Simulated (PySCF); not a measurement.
# Run report: C$_{6}$H$_{10}$ClO, EPR calculation

- system: C$_{6}$H$_{10}$ClO, multiplicity 2
- method: UKS B3LYP, pcH-1 on C Cl H O, non-relativistic, mean-field spin-orbit, GIAO (PySCF 2.14.0)

It belongs to a series of runs on one base structure; here: H removed from sp3 C.

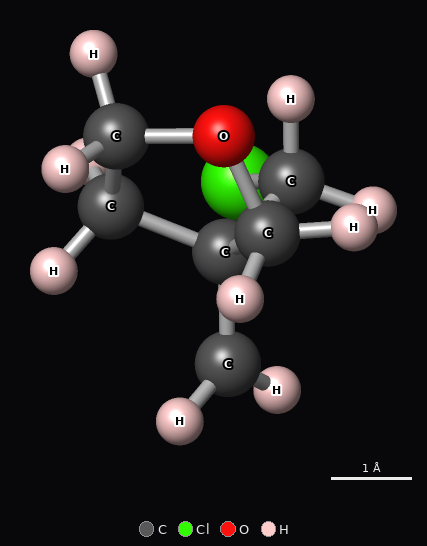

**Figure 1.** The input geometry (ball-and-stick view, seen at a tilt).

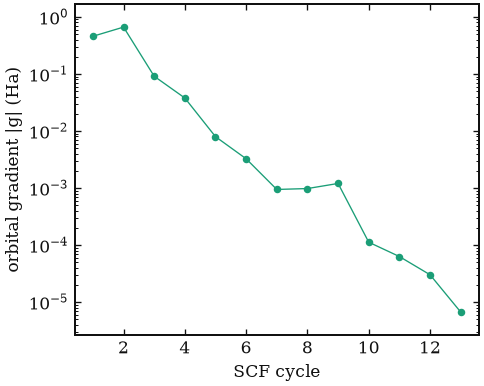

**Figure 2.** Convergence of the self-consistent field: orbital gradient |g| against the SCF cycle. All cycles printed in the log are drawn one after another.

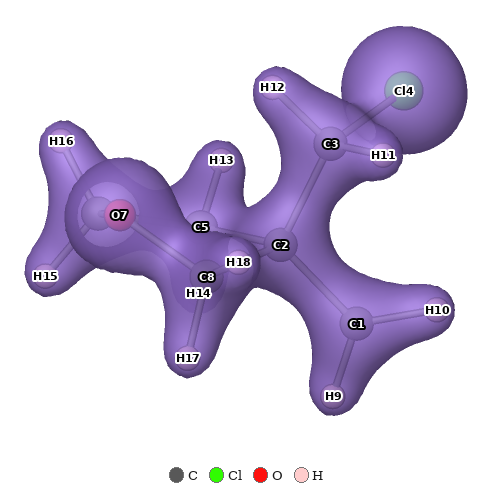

**Figure 3.** Isosurface of the electron density at 1 e/Å³ (purple), seen face on. At this value the surface is in one piece. On the grid the lowest density along these lines, outside the cores, is 1.9 e/Å³ (C–O, 1.40 Å), 1.8 e/Å³ (C–C, 1.46 Å), 1.2 e/Å³ (C–Cl, 1.78 Å) and 2 e/Å³ (C–H, 1.07 Å).

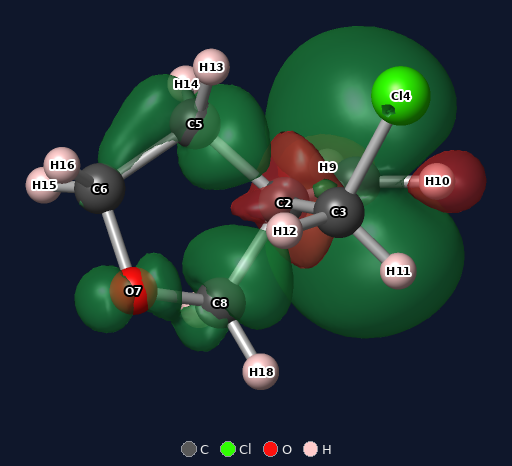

**Figure 4.** Isosurfaces of the spin density at +0.006 (green) and −0.006 e/Å³ (red), seen from the side. The unpaired spin (1 electron) lies mostly on C1 (about 0.7), in electrons by Hirshfeld's partition.

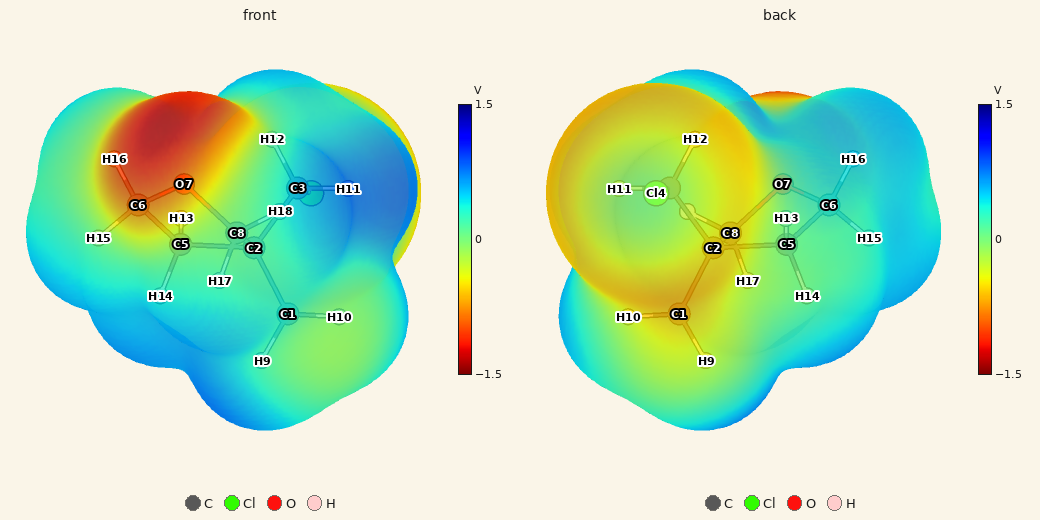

**Figure 5.** The electrostatic potential painted on the density surface at 0.001 e/bohr³, seen at a tilt and from behind; the colour scale runs from red (negative) to blue (positive).

The input that produced these results follows, with the program's output.

Input:
```
{"job": {"kind": "epr", "basis": "pcH-1"}, "charge": 0, "multiplicity": 2}
C      0.676129    -0.661838    -1.679096
C      0.317150    -0.265890    -0.315613
C      1.475478    -0.466415     0.661638
Cl     2.866963     0.564532     0.242164
C     -0.242596     1.179937    -0.212294
C     -1.401766     1.077531     0.797324
O     -1.414327    -0.253445     1.279315
C     -0.908986    -1.056641     0.252572
H     -0.012265    -0.498372    -2.484791
H      1.623296    -1.112696    -1.894890
H      1.829267    -1.496977     0.634844
H      1.172876    -0.203004     1.674721
H      0.535300     1.863139     0.121074
H     -0.599240     1.517685    -1.183686
H     -2.359328     1.304559     0.309553
H     -1.280963     1.735077     1.659603
H     -1.649769    -1.197027    -0.547212
H     -0.635979    -2.023838     0.673117
```

The first line tells a small driver script what to run in PySCF; the rest is the geometry in Å.

Launched with:
```bash
OMP_NUM_THREADS=1 python <driver script> task.json out
```

The program's output:
```
UKS, coarse grid
  cycle   1  E = -769.95384442  |g| = 4.57e-01
  cycle   2  E = -769.87488961  |g| = 6.62e-01
  cycle   3  E = -770.02924049  |g| = 9.10e-02
  cycle   4  E = -770.03192979  |g| = 3.78e-02
  cycle   5  E = -770.03257789  |g| = 7.94e-03
  cycle   6  E = -770.03260737  |g| = 3.25e-03
  cycle   7  E = -770.03261331  |g| = 9.42e-04
UKS, final grid
  cycle   1  E = -770.03252849  |g| = 9.77e-04
  cycle   2  E = -770.03252831  |g| = 1.20e-03
  cycle   3  E = -770.03252895  |g| = 1.12e-04
  cycle   4  E = -770.03252896  |g| = 6.28e-05
  cycle   5  E = -770.03252896  |g| = 3.01e-05
  cycle   6  E = -770.03252896  |g| = 6.68e-06
E = -770.03252896 Eh   <S^2> = 0.7537 (exact 0.7500)
g shifts (ppm)      1          2          3
  rmc          -149       -149       -149
  gc             16         34         30
  oz_so           8        675        859
  total        -124        559        740
hyperfine (MHz)  atom isotope    a_iso     a_fc   dipolar eigenvalues
    0   13C      86.07      86.18    -80.56    -79.88    160.44
    1   13C     -33.06     -33.07     -1.96     -0.39      2.35
    2   13C       2.17       2.18     -1.18     -0.49      1.67
    3  35Cl       0.74       0.74     -1.43     -1.20      2.62
    4   13C      38.49      38.49     -5.42     -4.98     10.40
    5   13C      -1.79      -1.80     -1.21     -0.47      1.68
    6   17O       0.26       0.26     -6.02      2.74      3.28
    7   13C      68.62      68.63     -5.70     -5.35     11.05
    8    1H     -62.00     -62.02    -38.75     -0.31     39.07
    9    1H     -64.32     -64.33    -39.24      0.04     39.21
   10    1H      -1.54      -1.54     -3.12     -2.78      5.90
   11    1H      -2.15      -2.15     -1.75     -1.60      3.35
   12    1H      -1.83      -1.83     -3.89     -1.58      5.47
   13    1H       0.81       0.81     -5.61     -2.10      7.71
   14    1H       1.49       1.49     -1.21     -0.93      2.15
   15    1H       2.71       2.71     -1.26     -0.70      1.96
   16    1H      -3.19      -3.19     -5.44     -2.06      7.50
   17    1H      -2.97      -2.97     -4.22     -2.12      6.34
```

Results in brief:

| quantity | value |
| --- | --- |
| outcome | converged |
| total energy | −770.032529 hartree |
| ⟨S²⟩ | 0.754 |
| isotropic g | 2.0027 |
| hardware | 1 CPU thread, shared host |
| wall time | 1.9 min |
| peak memory | 1.1 GiB |
